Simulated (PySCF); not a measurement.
Vertical excitations of a molecule C₃H₄O₃ from TDDFT-PBE/def2-SVPD run with PySCF 2.14.0, as energy in eV (oscillator strength): 6.64 (0.002), 6.81 (0.001), 7.02 (0.009), 7.10 (0.001), 7.18 (0.008), 7.51 (0.028), 7.51 (0.000), 7.60 (0.011), 7.69 (0.001), 7.90 (0.008). Lowest triplet (TDA): 6.31 eV. Geometry: B3LYP-D3(BJ)/def2-SVP. The values are those of a single conformer.

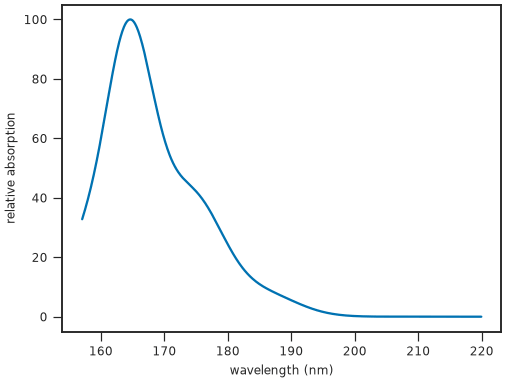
Fig. 1. The lines broadened by 0.4 eV.

### Question
Which molecule gave these data?
A. O=C1OCCO1
B. CC1OC(=O)O1
C. O=CC1OCO1

### Answer
A, O=C1OCCO1
